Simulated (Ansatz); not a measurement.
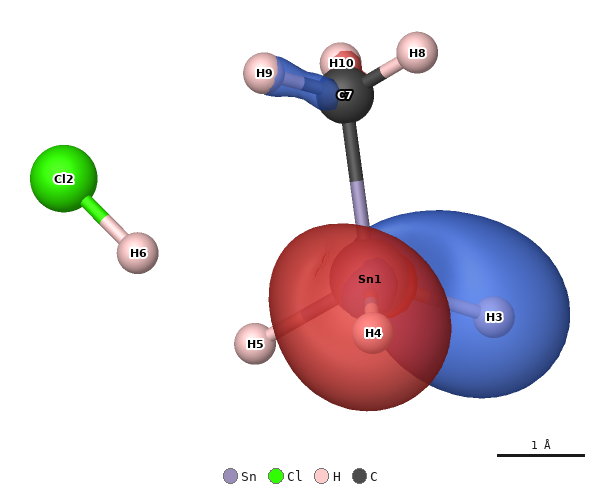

The picture shows: CH$_{6}$Sn···HCl. The HOMO−1 at ±0.15 Å⁻³ᐟ² (red and blue are the two phases), seen at a tilt.

The product side of a reaction path; geometry: PBE0-D4/def2-TZVP; core potentials replace the inner electrons of Sn.

All numbers below come from RKS PBE0-D4/def2-TZVPP in Ansatz.

Input file:

```
crystal:
  periodic: [false, false, false]
  atoms:
    - {symbol: Sn, position_ang: [-0.979044, -0.040243, -0.746231]}
    - {symbol: Cl, position_ang: [2.942457, 1.354123, -0.108026]}
    - {symbol: H, position_ang: [-1.330474, -1.368952, -1.757717]}
    - {symbol: H, position_ang: [-2.378506, 0.913809, -0.537624]}
    - {symbol: H, position_ang: [0.191127, 0.929498, -1.558088]}
    - {symbol: H, position_ang: [1.847274, 1.237470, -0.777397]}
    - {symbol: C, position_ang: [-0.178327, -0.674686, 1.128031]}
    - {symbol: H, position_ang: [-0.907719, -1.291776, 1.652501]}
    - {symbol: H, position_ang: [0.062962, 0.194189, 1.739681]}
    - {symbol: H, position_ang: [0.730451, -1.253231, 0.964670]}
basis:
  gaussian: {orbitals: def2-TZVPP}
hamiltonian: {xc: pbe0, dispersion: d4}
output: {orbitals: {seedname: orbitals}}
```

Command:

```sh
ansatz run in.yaml --threads 4 --pin off --events-out ev --progress --plain --max-ram 9574MiB
```

Question: Where does this orbital lie, and at what energy?

Answer: By Hirshfeld shares it lies mainly on Sn1 (about 40 %), H3 (about 25 %) and H4 (about 25 %). Its energy is −9.15 eV.
